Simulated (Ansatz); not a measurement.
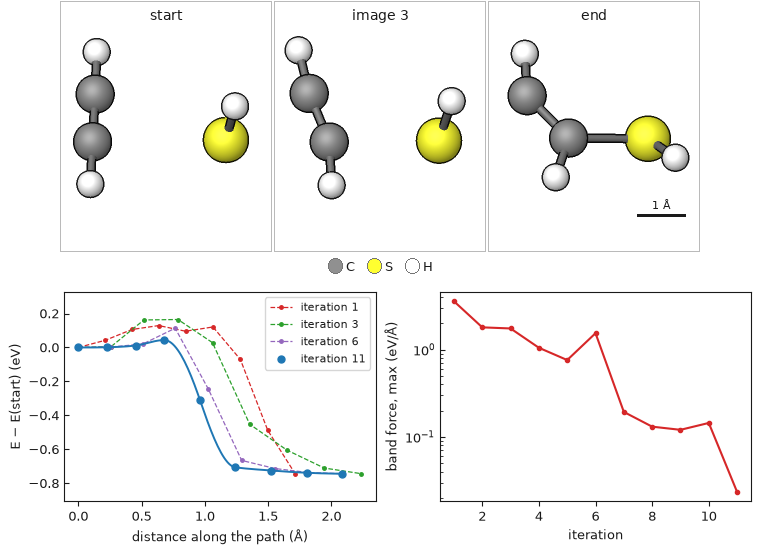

A search for the minimum-energy path of C₂H₃S (multiplicity 2), made up at the start of C$_{2}$H$_{2}$ and HS by the nudged elastic band. Images are numbered from 0 (start) to 8 (end). The plot follows the band through its iterations. The picture is a ball-and-stick view, seen at a tilt.

Theory: Ansatz, UKS PBE0-D4/cc-pVDZ. Run with 7 movable images; climbing image; force threshold 0.05 eV/Å; iteration limit 60; starting path through a guess of the saddle point.

### Judge this run.

The result is final at these settings. The band converged in 11 iterations. The largest component of the band force went from 3.6 to 0.023 eV/Å. The climbing image converged on the top of the path. Its vibrational analysis gives one imaginary mode (277i cm⁻¹), as a transition state must have. The first iteration put the highest image at 0.13 eV. The energy climbs by 0.04 eV to image 3 and then falls by 0.79 eV, so the end point sits at −0.74 eV.

Limits of the set-up: the start holds two separate molecules, 3.0 Å apart at their closest, whose relative position is a soft coordinate.
